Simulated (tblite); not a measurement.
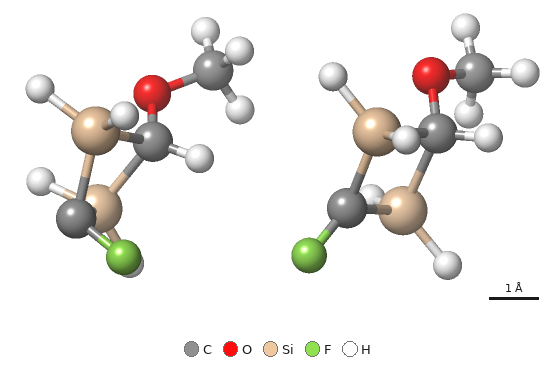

Two geometries of C$_{3}$H$_{8}$FOSi$_{2}$ (multiplicity 2), drawn at one scale. One is the start of a relaxation, the other its converged end. Style: ball-and-stick. Shown from a free direction.

Computed with GFN2-xTB geometry optimisation, gas phase (tblite). 

### Which of the two is the end point?

The right one is the relaxed one. The energy falls by 25.1 kcal/mol in 143 geometry steps. The atom that moves furthest after the best rigid fit is the F atom (1.94 Å). By element the largest moves are F 1.94 Å, H 1.29 Å, O 0.58 Å, Si 0.58 Å, C 0.41 Å. Among the contacts that change: Si–Si 2.561 → 2.888 Å, C–Si 1.864 → 1.934 Å, C–Si 1.883 → 1.946 Å, C–O 1.373 → 1.426 Å. Among the angles between lasting bonds that change: Si–C–F 106.8° → 128.8°, F–C–Si 111.6° → 129.3°, Si–C–Si 86.3° → 99.9°. Groups turn about C–O by about 55°.
